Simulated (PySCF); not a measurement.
# C3H8GeO2Si: the cost of one run

The runs use PySCF 2.14.0, with density-fitted response routines of our own; the level of theory stands in each step. All values are computed, except where a source is named. Atoms count from 0, in the outputs and in this text.

## (1) Starting geometry

15 atoms, charge 0, multiplicity 1; geometry from: GFN2-xTB.

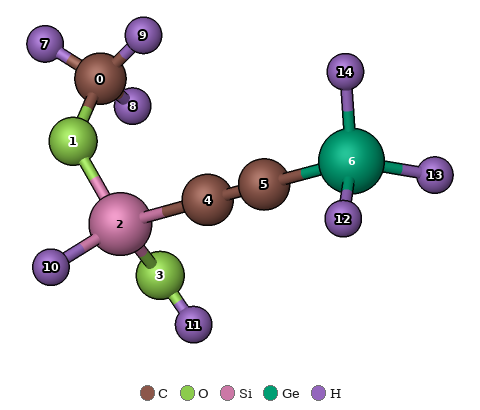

The starting geometry (carbon brown, oxygen green, silicon pink, germanium teal, hydrogen purple), atoms numbered.

## (2) Ultraviolet spectrum: wB97X-D/def2-SVPD

Job settings and geometry (Å):

```
{"job": {"kind": "uv", "xc": "wB97X-D", "basis": "def2-SVPD", "nstates": 8, "ntriplets": 3}, "charge": 0, "multiplicity": 1}
C     -2.853536     0.394614    -0.251526
O     -2.092049    -0.329862     0.667979
Si    -0.773681    -1.235943     0.465407
O     -1.048122    -2.279318    -0.759189
C      0.753507    -0.248739     0.049275
C      1.748532     0.390034    -0.213056
Ge     3.312575     1.378537    -0.603663
H     -3.805984     0.639143     0.221774
H     -3.038927    -0.190713    -1.154180
H     -2.340334     1.319769    -0.526374
H     -0.671563    -1.866845     1.769002
H     -0.370096    -2.869541    -1.072186
H      4.433348     0.877254     0.243972
H      3.664234     1.205552    -2.044248
H      3.077682     2.824051    -0.320556
```

With the program's defaults for keys left out, this is: TDDFT wB97X-D/def2-SVPD, vertical, gas phase, core orbitals frozen in the response.

Started as:

```console
$ OMP_NUM_THREADS=1 python probes_run.py task.json out
```

This one command runs all jobs of the session in turn.

**Question.** How long does this job take on 1 thread of Arm Neoverse V1, shared host, and how much memory does it need?

About 83 s, with a peak of 1 GiB.
